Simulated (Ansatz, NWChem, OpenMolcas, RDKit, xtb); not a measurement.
# IF (iodine monofluoride): methods side by side

IF: 2 atoms, total charge 0, spin state singlet. As SMILES, `FI`. Geometry: the measured bond length.

```jsonl
{"atom": "F", "x (Å)": "0.0000", "y (Å)": "0.0000", "z (Å)": "0.0000"}
{"atom": "I", "x (Å)": "0.0000", "y (Å)": "0.0000", "z (Å)": "1.9098"}
```

Each level gives the HOMO–LUMO gap (eV). The values are calculated.

```
                            level                    kind     program  value (eV)   CPU time
                  extended Hückel          semi-empirical       RDKit        8.24  under 2 s
                         GFN0-xTB          semi-empirical         xtb        2.56  under 2 s
    HF/def2-TZVP (core potential)            Hartree–Fock      Ansatz       11.10     0.26 s
 SVWN5/def2-TZVP (core potential)                     LDA      NWChem        2.20       24 s
   PBE/def2-TZVP (core potential)                     GGA  OpenMolcas        2.30       13 s
 M06-L/def2-TZVP (core potential)                meta-GGA      NWChem        2.74       53 s
  PBE0/def2-TZVP (core potential)           global hybrid      NWChem        4.56       29 s
 HSE06/def2-TZVP (core potential)  range-separated hybrid      Ansatz        3.77      3.4 s
B2PLYP/def2-TZVP (core potential)           double hybrid      Ansatz        6.98      4.2 s
```

The values span 2.20 to 11.10 eV. Orbital gaps aren't excitation energies, and those of double hybrids come from the SCF part alone; they tend to grow with the share of exact exchange. CPU times are rough (shared hosts, several kinds of processor): they show what a rung costs within a factor of a few.

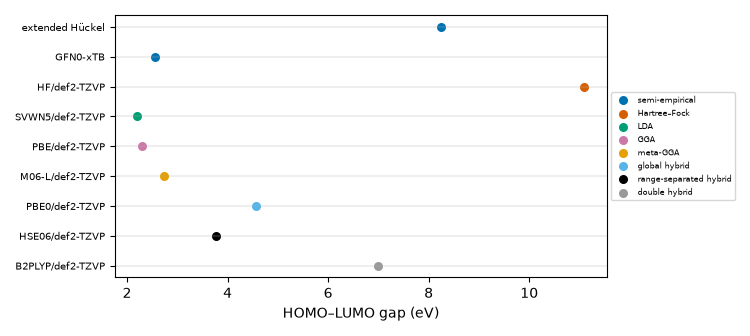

The values of the table, level by level.
